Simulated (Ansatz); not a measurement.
**Cu$_{2}$H$_{4}$N$_{2}$ ((CuNH2)2 ring): density, localisation and related maps**

```csv
atom,x (Å),y (Å),z (Å)
Cu,-0.7730,-0.6535,-0.4555
N,-0.9131,0.1419,1.3461
Cu,0.7729,0.6537,0.4554
N,0.9131,-0.1419,-1.3461
H,-0.8960,-0.4565,2.1757
H,-1.6265,0.8486,1.5427
H,1.6264,-0.8486,-1.5424
H,0.8961,0.4564,-2.1759
```

Geometry: r2SCAN-D4/def2-SVP.

Theory: RKS PBE0-D4/def2-TZVP in Ansatz 0.2.0.

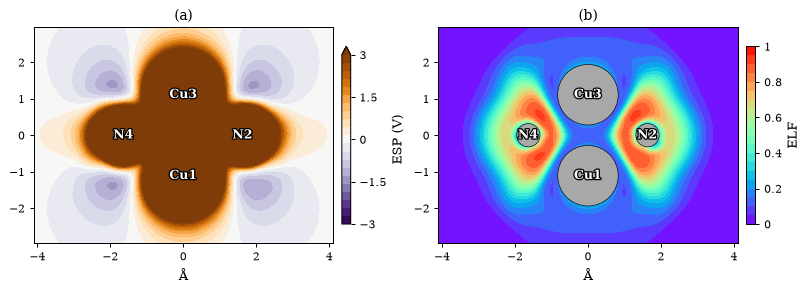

Figure 1. (a) molecular electrostatic potential; (b) electron localisation function on the plane of atoms Cu1, N4 and Cu3. Grey discs cover the atomic cores in the ELF map.

Q: Describe what can be read from this map.

A: The plane passes through Cu and N nuclei. Cu–N (1.97 Å): the ELF peaks at about 0.90 in the valence shell of N, 0.6 Å from its nucleus, and is about 0.20 at the midpoint. Cu–Cu (2.22 Å): the ELF is about 0.10 at the midpoint. Outside the dense part of the molecule the potential is most negative (−1.4 V) near N2 and N4.

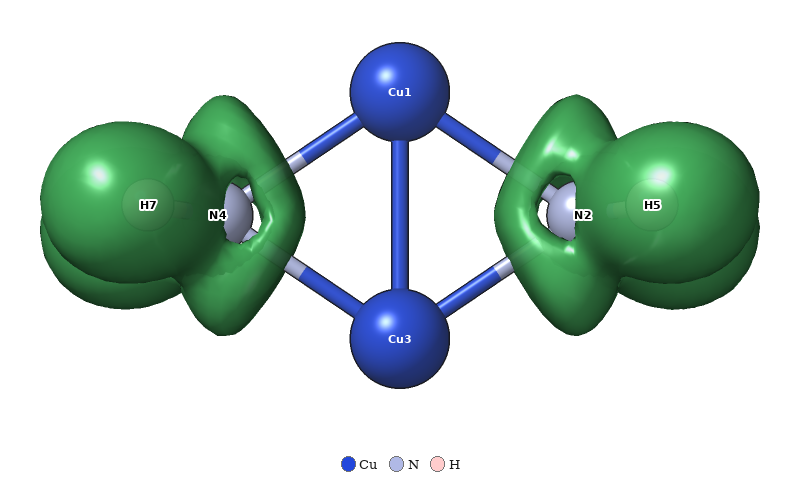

Figure 2. Isosurface of the ELF at 0.75 (green), seen from one side. Only the valence region is drawn (cores and ρ < 0.01 e/Å³ removed).

Q: Identify the bonds, lone pairs and shells in this picture.

A: The surface consists of two joined regions spread over several atoms (H, N), in which their bonds and any lone pairs are merged.

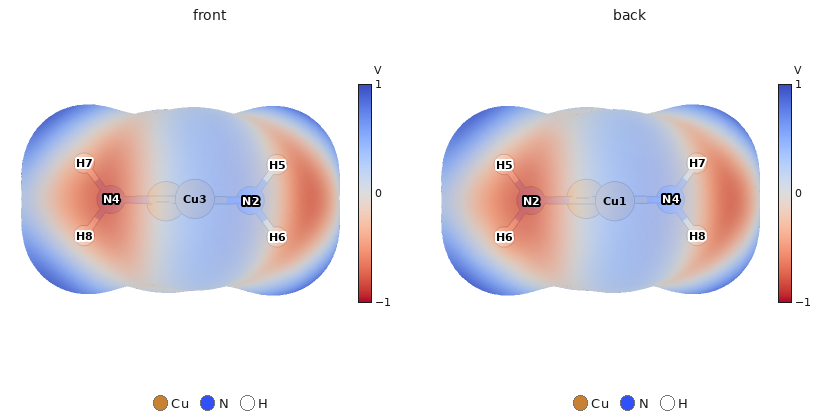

Figure 3. The electrostatic potential painted on the density surface at 0.001 e/bohr³, seen from the front and from behind; the colour scale runs from red (negative) to blue (positive).

Q: Where is the surface potential most negative and most positive?

A: The most negative region (about −0.7 V) lies over N2, the most positive (about +0.8 V) over H5, H6, H7 and H8.
